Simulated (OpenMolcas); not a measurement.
# Au³⁺ with 3 ligands (ammonia): CASSCF and CASPT2 levels and susceptibility

Aim: the ligand-field states of Au³⁺ in this surrounding, its lowest levels with spin-orbit coupling and its magnetic susceptibility.

The numbers are computed with OpenMolcas 26.06 (state-averaged CASSCF and CASPT2, spin-orbit coupling by RASSI with atomic mean-field integrals), except any that are marked as measured or tabulated.

## 1. The system

```
Species                           : Au³⁺ (gold, Z = 79, 76 electrons)
Basis                             : ANO-RCC-VTZP [8s7p5d3f1g], 171 functions with the ligands
Scalar Hamiltonian                : DKH2, point nucleus
Inactive shells                   : 1s 2s 2p 3s 3p 3d 4s 4p 4d 4f 5s 5p of the metal, and all ligand shells
Active space                      : 8 electrons in 5 orbitals (5d)
Some configurations of this space : 5d8
Orbitals                          : optimised for each spin and parity, averaged over all roots
```

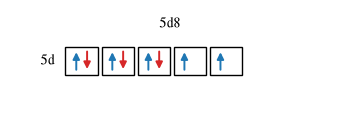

Outer shells as boxes.

Au³⁺ is taken with 3 ligands (ammonia) in trigonal planar coordination (C3h) at 2.08 Å. Ligand basis ANO-RCC-VDZP. The distances are assumed, not relaxed.

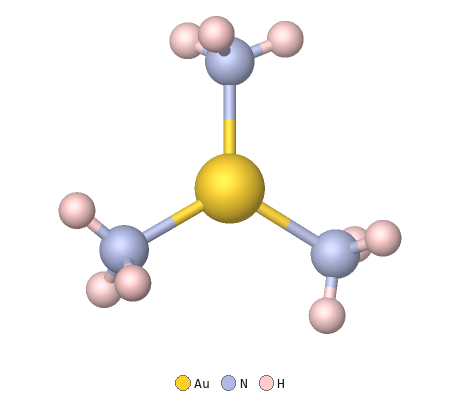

The cluster treated with basis functions (gold amber, nitrogen light blue, hydrogen pink).

```xyz
13

Au    0.0000    0.0000    0.0000
N     2.0800    0.0000    0.0000
H     2.4621    0.9457    0.0000
H     2.4621   -0.4729    0.8190
H     2.4621   -0.4729   -0.8190
N    -1.0400    1.8013    0.0000
H    -2.0501    1.6594    0.0000
H    -0.8215    2.3687   -0.8190
H    -0.8215    2.3687    0.8190
N    -1.0400   -1.8013    0.0000
H    -0.4120   -2.6051    0.0000
H    -1.6406   -1.8958   -0.8190
H    -1.6406   -1.8958    0.8190
```

Each step is its own input file, run in one work folder so that later steps find the files of earlier ones. Labels, J, g values, rates, χT and fits are worked out afterwards by a script from the matrices that RASSI stores.

## 2. One- and two-electron integrals

File a.inp:

```
&GATEWAY
Coord
13

Au 0.0 0.0 0.0
N 2.080000 0.000000 0.000000
H 2.462099 0.945728 0.000000
H 2.462099 -0.472864 0.819024
H 2.462099 -0.472864 -0.819024
N -1.040000 1.801333 0.000000
H -2.050073 1.659376 0.000000
H -0.821537 2.368672 -0.819024
H -0.821537 2.368672 0.819024
N -1.040000 -1.801333 0.000000
H -0.412025 -2.605104 0.000000
H -1.640561 -1.895808 -0.819024
H -1.640561 -1.895808 0.819024
Basis=Au.ANO-RCC-VTZP,H.ANO-RCC-VDZP,N.ANO-RCC-VDZP
Group=NoSym
NoMove
AngMom=0.0 0.0 0.0
AMFI
RICD
&SEWARD
```

The run is started by

```
OMP_NUM_THREADS=1 MOLCAS_MEM=2457 MOLCAS_PROJECT=a pymolcas a.inp > a.log
```

The program printed:

```text
Basis set label: AU.ANO-RCC...8S7P5D3F1G.

      Electronic valence basis set:
      ------------------
      Associated Effective Charge  79.000000 au
      Associated Actual Charge     79.000000 au
      Nuclear Model: Point charge

      Shell  nPrim  nBasis  Cartesian Spherical Contaminant
         s      24       8        X
         p      21       7        X
         d      15       5                 X
         f      11       3                 X
         g       4       1                 X
                  Relativistic Douglas-Kroll-Hess integrals:
                    - DKH order of Hamiltonian: 2
                    - DKH order of Properties : 0
                  Atomic mean-field integrals
```

## 3. CASSCF: triplets, 10 roots

File a.inp:

```
&RASSCF
FileOrb=start.orb
Symmetry=1
Spin=3
nActEl=8 0 0
Inactive=49
Ras2=5
CIRoot=10 10 1
SDav=10
CIMx=300
Iter=150 100
PrWF=0.3
OrbListing=Nothing
MaxOrb=0
LevShft=1.0
>>> COPY $Project.JobIph JOB001
```

The run is started by

```
OMP_NUM_THREADS=1 MOLCAS_MEM=2457 MOLCAS_PROJECT=a pymolcas a.inp > a.log
```

start.orb holds start orbitals that the driver prepared beforehand, or those of the step before.

The program printed (excerpt; [...] marks lines left out):

```text
[...]
      Number of active orbitals                  5
[...]
      Spin quantum number                      1.0
[...]
      Active orbitals                            5
[...]
      Number of CSFs                            10
      Number of root(s) required                10
[...]
      Convergence after 20 iterations
[...]
      Natural orbitals and occupation numbers for root  1
      sym 1:   1.007087   1.992913   2.000000   1.992913   1.007087
      Natural orbitals and occupation numbers for root  2
      sym 1:   1.000000   2.000000   2.000000   2.000000   1.000000
      Natural orbitals and occupation numbers for root  3
      sym 1:   1.000000   2.000000   1.000000   2.000000   2.000000
::    RASSCF root number  1 Total energy: -19161.04479414
::    RASSCF root number  2 Total energy: -19161.00523236
::    RASSCF root number  3 Total energy: -19161.00523234
[...]
::    RASSCF root number  7 Total energy: -19160.97822824
::    RASSCF root number  8 Total energy: -19160.87513339
::    RASSCF root number  9 Total energy: -19160.87478630
::    RASSCF root number 10 Total energy: -19160.87478629
```

## 4. CASSCF: singlets, 15 roots

File a.inp:

```
&RASSCF
FileOrb=start.orb
Symmetry=1
Spin=1
nActEl=8 0 0
Inactive=49
Ras2=5
CIRoot=15 15 1
SDav=15
CIMx=300
Iter=150 100
PrWF=0.3
OrbListing=Nothing
MaxOrb=0
LevShft=1.0
>>> COPY $Project.JobIph JOB002
```

The program printed (excerpt; [...] marks lines left out):

```text
[...]
      Number of active orbitals                  5
[...]
      Spin quantum number                      0.0
[...]
      Active orbitals                            5
[...]
      Number of CSFs                            15
      Number of root(s) required                15
[...]
      Convergence after 16 iterations
[...]
      Natural orbitals and occupation numbers for root  1
      sym 1:   1.037300   1.999389   1.998699   1.999389   0.965223
      Natural orbitals and occupation numbers for root  2
      sym 1:   0.971395   1.999389   1.999389   1.999119   1.030707
      Natural orbitals and occupation numbers for root  3
      sym 1:   1.034700   1.969040   1.980778   1.980778   1.034703
::    RASSCF root number  1 Total energy: -19161.01978893
::    RASSCF root number  2 Total energy: -19161.01978892
::    RASSCF root number  3 Total energy: -19160.99782820
[...]
::    RASSCF root number 12 Total energy: -19160.83297140
::    RASSCF root number 13 Total energy: -19160.81944796
::    RASSCF root number 14 Total energy: -19160.81944796
::    RASSCF root number 15 Total energy: -19160.74633756
```

## 5. RASSI: spin-orbit coupling between the states

File a.inp:

```
&RASSI
NrOfJobIphs=2 10 15
1 2 3 4 5 6 7 8 9 10
1 2 3 4 5 6 7 8 9 10 11 12 13 14 15
IphNames
JOB001
JOB002
EJob
SpinOrbit
DIPRint=1.0
SOCoupling=1000.0
Subsets=2
Property=9
'ANGMOM' 1 'ANGMOM' 2 'ANGMOM' 3 'MLTPL  1' 1 'MLTPL  1' 2 'MLTPL  1' 3
'AMFI' 1 'AMFI' 2 'AMFI' 3
SOProperty=3
'ANGMOM' 1 'ANGMOM' 2 'ANGMOM' 3
```

The run is started by

```
OMP_NUM_THREADS=1 MOLCAS_MEM=2457 MOLCAS_PROJECT=a pymolcas a.inp > a.log
```

The program printed (excerpt; [...] marks lines left out):

```text
SPIN-FREE ENERGIES:
  (Shifted by EMIN (a.u.) =     -19161.0447941412)
 SF State       Relative EMIN(au)   Rel lowest level(eV)    D:o, cm**(-1)
     1             0.0000000000        0.0000000000              0.0000
    11             0.0250052118        0.6804264774           5488.0096
    12             0.0250052184        0.6804266559           5488.0111
     2             0.0395617807        1.0765308956           8682.8072
     3             0.0395617978        1.0765313600           8682.8110
    13             0.0469659402        1.2780083397          10307.8324
     4             0.0530757814        1.4442655873          11648.7876
     5             0.0617297429        1.6797518775          13548.1126
     7             0.0665659053        1.8113505612          14609.5275
     6             0.0665659053        1.8113505612          14609.5275
[...]
Eigenvalues of complex Hamiltonian:
   -----------------------------------
  (Shifted by EMIN (a.u.) =     -19161.0447941412)
 SO State       Relative EMIN(au)   Rel lowest level(eV)    D:o, cm**(-1)
     1            -0.0133078858        0.0000000000              0.0000
     2            -0.0064334543        0.1870628105           1508.7633
     3            -0.0064334542        0.1870628137           1508.7633
     4             0.0087165273        0.5993148129           4833.8000
     5             0.0087165310        0.5993149141           4833.8008
     6             0.0144814182        0.7561854843           6099.0472
     7             0.0153717659        0.7804130815           6294.4560
     8             0.0196518751        0.8968807863           7233.8314
     9             0.0196518884        0.8968811468           7233.8343
    10             0.0356350385        1.3318048175          10741.7303
    11             0.0356350392        1.3318048380          10741.7304
[...]
```

These steps took 1.8 min in all on 1 thread of Arm Neoverse V1, shared host.

States without spin-orbit coupling:

| state | degeneracy | E (cm-1) |
| --- | --- | --- |
| triplet | 1 | 0 |
| singlet | 2 | 5488 |
| triplet | 2 | 8683 |
| singlet | 1 | 10308 |
| triplet | 1 | 11649 |
| triplet | 1 | 13548 |
| triplet | 2 | 14610 |
| singlet | 2 | 16734 |
| singlet | 2 | 20982 |
| singlet | 1 | 22419 |
| singlet | 1 | 25670 |
| triplet | 1 | 37236 |
| triplet | 2 | 37312 |
| singlet | 1 | 43077 |
| singlet | 2 | 46490 |
| singlet | 2 | 49458 |
| singlet | 1 | 65504 |

With spin-orbit coupling:

```
E (cm-1)  Degeneracy  2S+1               g
     0.0           1     3                
    1509           2     3  0.00 0.00 3.54
    4834           2     1  0.00 0.00 4.02
    6099           1     3                
    6294           1     3                
    7234           2     3  0.00 0.00 1.48
   10742           2     3  0.00 0.00 1.94
   10955           1     1                
   13260           2     3  0.00 0.00 3.57
   14617           2     3  0.00 0.00 0.87
   16465           1     3                
   16647           2     3  0.00 0.00 0.49
   17858           1     3                
   17999           1     3                
   20573           2     3  0.00 0.00 2.79
   21267           1     3                
   25483           2     3  0.00 0.00 0.22
   26318           1     1                
   27557           2     1  0.00 0.00 0.34
   29399           1     1                
   35156           1     3                
   36802           2     3  0.00 0.00 2.12
   37515           2     3  0.00 0.00 5.14
   42706           1     3
```

Principal g values are given for doublets only; a zero marks a field direction without first-order Zeeman splitting.

Powder χT (cm³ K/mol): 0.00 at 2 K, 0.01 at 5 K, 0.01 at 10 K, 0.02 at 20 K, 0.06 at 50 K, 0.12 at 100 K, 0.18 at 150 K, 0.24 at 200 K, 0.30 at 250 K, 0.36 at 300 K.

The orbitals of the open shell are 57 to 96 % metal; the Mulliken charge of the metal is +1.41 e.

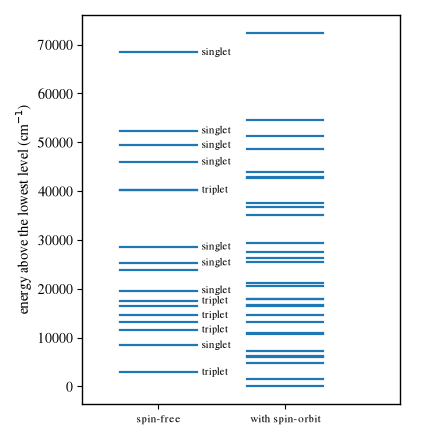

The states in the field without (left) and with (right) spin-orbit coupling.

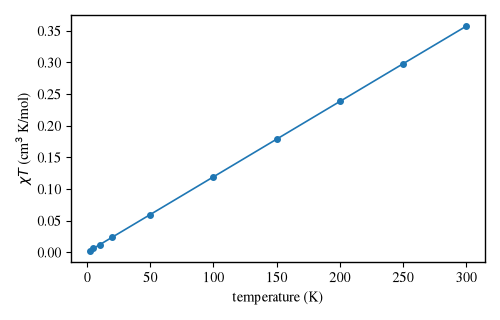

χT against temperature.

## 6. CASPT2: IPEA 0.25, imaginary shift 0.1 (27 orbitals frozen, the lowest in energy)

File a.inp:

```
>>> COPY JOB001 $Project.JobIph
&CASPT2
Multistate=10 1 2 3 4 5 6 7 8 9 10
NoMult
Frozen=27
IPEA=0.25
Imaginary=0.1
MaxIter=60
WThr=0.0 0.3 0.05
PrWF=0.5
NoMix
>>> COPY JOB002 $Project.JobIph
&CASPT2
Multistate=15 1 2 3 4 5 6 7 8 9 10 11 12 13 14 15
NoMult
Frozen=27
IPEA=0.25
Imaginary=0.1
MaxIter=60
WThr=0.0 0.3 0.05
PrWF=0.5
NoMix
```

The program printed (excerpt; [...] marks lines left out):

```text
[...]
      Active orbitals                            5
[...]
      E2 (Variational):          -1.3046777200
      Total energy:          -19162.3494718613
[...]
::    CASPT2 Root  1     Total energy: -19162.34947186
::    CASPT2 Root  2     Total energy: -19162.27484862
[...]
::    CASPT2 Root 12     Total energy: -19162.09318740
::    CASPT2 Root 13     Total energy: -19162.07641237
::    CASPT2 Root 14     Total energy: -19162.07627184
::    CASPT2 Root 15     Total energy: -19162.03185663
```

Time for this run: 7.1 min (1 thread of Arm Neoverse V1, shared host).

SS-CASPT2: lowest energy less the reference's lowest, -1.3047 hartree; reference weights 0.733 to 0.769.

Spin-free states:

| state | degeneracy | E (cm-1) |
| --- | --- | --- |
| triplet | 1 | 0 |
| singlet | 2 | 2524 |
| singlet | 1 | 4120 |
| triplet | 2 | 16390 |
| singlet | 2 | 17677 |
| triplet | 1 | 20588 |
| triplet | 1 | 21250 |
| triplet | 2 | 22279 |
| singlet | 2 | 24308 |
| singlet | 1 | 25805 |
| singlet | 1 | 27894 |
| triplet | 2 | 48409 |
| triplet | 1 | 51114 |
| singlet | 1 | 52552 |
| singlet | 2 | 56250 |
| singlet | 2 | 59945 |
| singlet | 1 | 69708 |

With spin-orbit coupling:

```json
{"E (cm-1)": "0", "Degeneracy": "1", "2S+1": "3", "g": ""}
{"E (cm-1)": "3010", "Degeneracy": "2", "2S+1": "3", "g": "0.00 0.00 3.78"}
{"E (cm-1)": "5180", "Degeneracy": "2", "2S+1": "1", "g": "0.00 0.00 2.56"}
{"E (cm-1)": "9840", "Degeneracy": "1", "2S+1": "1", "g": ""}
{"E (cm-1)": "14850", "Degeneracy": "1", "2S+1": "3", "g": ""}
{"E (cm-1)": "14880", "Degeneracy": "1", "2S+1": "3", "g": ""}
{"E (cm-1)": "15250", "Degeneracy": "2", "2S+1": "3", "g": "0.00 0.00 1.48"}
{"E (cm-1)": "19360", "Degeneracy": "2", "2S+1": "3", "g": "0.00 0.00 0.18"}
{"E (cm-1)": "19410", "Degeneracy": "2", "2S+1": "3", "g": "0.00 0.00 2.06"}
{"E (cm-1)": "21060", "Degeneracy": "2", "2S+1": "3", "g": "0.00 0.00 5.70"}
{"E (cm-1)": "23120", "Degeneracy": "2", "2S+1": "1", "g": "0.00 0.00 0.52"}
{"E (cm-1)": "26130", "Degeneracy": "1", "2S+1": "3", "g": ""}
{"E (cm-1)": "26570", "Degeneracy": "1", "2S+1": "3", "g": ""}
{"E (cm-1)": "26590", "Degeneracy": "1", "2S+1": "3", "g": ""}
{"E (cm-1)": "27390", "Degeneracy": "1", "2S+1": "3", "g": ""}
{"E (cm-1)": "28680", "Degeneracy": "2", "2S+1": "3", "g": "0.00 0.00 3.00"}
{"E (cm-1)": "31170", "Degeneracy": "1", "2S+1": "1", "g": ""}
{"E (cm-1)": "33020", "Degeneracy": "1", "2S+1": "1", "g": ""}
{"E (cm-1)": "33340", "Degeneracy": "2", "2S+1": "3", "g": "0.00 0.00 0.26"}
{"E (cm-1)": "34640", "Degeneracy": "2", "2S+1": "3", "g": "0.00 0.00 0.85"}
{"E (cm-1)": "47350", "Degeneracy": "1", "2S+1": "3", "g": ""}
{"E (cm-1)": "49170", "Degeneracy": "2", "2S+1": "3", "g": "0.00 0.00 5.36"}
{"E (cm-1)": "49300", "Degeneracy": "2", "2S+1": "3", "g": "0.00 0.00 2.23"}
{"E (cm-1)": "54860", "Degeneracy": "1", "2S+1": "3", "g": ""}
```

Powder χT (cm³ K/mol): 0.00 at 2 K, 0.00 at 5 K, 0.00 at 10 K, 0.01 at 20 K, 0.02 at 50 K, 0.04 at 100 K, 0.07 at 150 K, 0.09 at 200 K, 0.11 at 250 K, 0.13 at 300 K.

## 7. CASPT2: IPEA 0.5, imaginary shift 0.1 (27 orbitals frozen, the lowest in energy)

Changes to a.inp since step 6:

```diff
@@ -5,3 +5,3 @@
 Frozen=27
-IPEA=0.25
+IPEA=0.5
 Imaginary=0.1
@@ -16,3 +16,3 @@
 Frozen=27
-IPEA=0.25
+IPEA=0.5
 Imaginary=0.1
```

The program printed (excerpt; [...] marks lines left out):

```text
[...]
      Active orbitals                            5
[...]
      E2 (Variational):          -1.2912836506
      Total energy:          -19162.3360777918
[...]
::    CASPT2 Root  1     Total energy: -19162.33607779
::    CASPT2 Root  2     Total energy: -19162.26497658
[...]
::    CASPT2 Root 12     Total energy: -19162.08592127
::    CASPT2 Root 13     Total energy: -19162.06904934
::    CASPT2 Root 14     Total energy: -19162.06889249
::    CASPT2 Root 15     Total energy: -19162.01937310
```

This run took 7.1 min in all on 1 thread of Arm Neoverse V1, shared host.

SS-CASPT2: lowest energy less the reference's lowest, -1.2913 hartree; reference weights 0.742 to 0.772.

States without spin-orbit coupling:

| state | degeneracy | E (cm-1) |
| --- | --- | --- |
| triplet | 1 | 0 |
| singlet | 2 | 2194 |
| singlet | 1 | 4407 |
| triplet | 2 | 15621 |
| singlet | 2 | 17221 |
| triplet | 1 | 21045 |
| triplet | 1 | 21962 |
| triplet | 2 | 22602 |
| singlet | 2 | 24717 |
| singlet | 1 | 26415 |
| singlet | 1 | 28749 |
| triplet | 2 | 47337 |
| triplet | 1 | 49809 |
| singlet | 1 | 50767 |
| singlet | 2 | 54908 |
| singlet | 2 | 58623 |
| singlet | 1 | 69509 |

With spin-orbit coupling:

```json
{"E (cm-1)": "0", "Degeneracy": "1", "2S+1": "3", "g": ""}
{"E (cm-1)": "2940", "Degeneracy": "2", "2S+1": "3", "g": "0.00 0.00 3.78"}
{"E (cm-1)": "4830", "Degeneracy": "2", "2S+1": "1", "g": "0.00 0.00 2.52"}
{"E (cm-1)": "9970", "Degeneracy": "1", "2S+1": "1", "g": ""}
{"E (cm-1)": "14250", "Degeneracy": "1", "2S+1": "3", "g": ""}
{"E (cm-1)": "14260", "Degeneracy": "1", "2S+1": "3", "g": ""}
{"E (cm-1)": "14710", "Degeneracy": "2", "2S+1": "3", "g": "0.00 0.00 1.46"}
{"E (cm-1)": "18800", "Degeneracy": "2", "2S+1": "3", "g": "0.00 0.00 2.14"}
{"E (cm-1)": "19070", "Degeneracy": "2", "2S+1": "1", "g": "0.00 0.00 0.43"}
{"E (cm-1)": "21380", "Degeneracy": "2", "2S+1": "3", "g": "0.00 0.00 6.31"}
{"E (cm-1)": "23340", "Degeneracy": "2", "2S+1": "3", "g": "0.00 0.00 0.49"}
{"E (cm-1)": "26380", "Degeneracy": "1", "2S+1": "3", "g": ""}
{"E (cm-1)": "26830", "Degeneracy": "1", "2S+1": "3", "g": ""}
{"E (cm-1)": "27080", "Degeneracy": "1", "2S+1": "3", "g": ""}
{"E (cm-1)": "27530", "Degeneracy": "1", "2S+1": "3", "g": ""}
{"E (cm-1)": "28730", "Degeneracy": "2", "2S+1": "3", "g": "0.00 0.00 3.07"}
{"E (cm-1)": "31570", "Degeneracy": "1", "2S+1": "1", "g": ""}
{"E (cm-1)": "33540", "Degeneracy": "2", "2S+1": "3", "g": "0.00 0.00 0.33"}
{"E (cm-1)": "33670", "Degeneracy": "1", "2S+1": "1", "g": ""}
{"E (cm-1)": "34620", "Degeneracy": "2", "2S+1": "3", "g": "0.00 0.00 0.76"}
{"E (cm-1)": "46070", "Degeneracy": "1", "2S+1": "3", "g": ""}
{"E (cm-1)": "48010", "Degeneracy": "2", "2S+1": "3", "g": "0.00 0.00 5.34"}
{"E (cm-1)": "48100", "Degeneracy": "2", "2S+1": "3", "g": "0.00 0.00 2.21"}
{"E (cm-1)": "53710", "Degeneracy": "1", "2S+1": "3", "g": ""}
```

Powder χT (cm³ K/mol): 0.00 at 2 K, 0.00 at 5 K, 0.00 at 10 K, 0.01 at 20 K, 0.02 at 50 K, 0.05 at 100 K, 0.07 at 150 K, 0.09 at 200 K, 0.11 at 250 K, 0.14 at 300 K.

## 8. The methods side by side

A. CASSCF
B. SS-CASPT2, IPEA 0.25, imaginary shift 0.1 (27 orbitals frozen, the lowest in energy)
C. SS-CASPT2, IPEA 0.5, imaginary shift 0.1 (27 orbitals frozen, the lowest in energy)

| method | ground state | first state of that spin (cm-1) | first gap with spin-orbit (cm-1) | χT at 300 K |
| --- | --- | --- | --- | --- |
| A | triplet | triplet 8683 | 1508.8 | 0.36 |
| B | triplet | triplet 16390 | 3007.4 | 0.13 |
| C | triplet | triplet 15620 | 2940.7 | 0.14 |

## 9. What came out

| quantity | value |
| --- | --- |
| method | SS-CASPT2, IPEA 0.25, imaginary shift 0.1 (27 orbitals frozen, the lowest in energy) |
| spin-free ground state | triplet, 1-fold in its orbital part |
| first state of the same spin within the active space | triplet at 16400 cm⁻¹ |
| lowest level | 1-fold |
| next level | 3007.4 cm⁻¹ |
| χT at 300 K | 0.13 cm³ K/mol |
| effective moment at 300 K | 1.02 μB |

Cost by method:

| method | time of its own steps | time with the reference |
| --- | --- | --- |
| A. CASSCF | 1.8 min | 1.8 min |
| B. SS-CASPT2, IPEA 0.25, imaginary shift 0.1 (27 orbitals frozen, the lowest in energy) | 7.1 min | 8.9 min |
| C. SS-CASPT2, IPEA 0.5, imaginary shift 0.1 (27 orbitals frozen, the lowest in energy) | 7.1 min | 8.9 min |

Times are of one thread on a shared host.

In words: The spin-free ground state (triplet) is 1-fold and keeps the highest spin of the shell. χT at 300 K is 0.13, against 1.00 cm³ K/mol for the spin alone, so spin-orbit coupling lowers it. CASPT2 does not keep the components of a term degenerate, and the means are used. The frozen orbitals are chosen by energy, so an outer shell of the metal can be frozen while a deeper shell elsewhere is correlated.
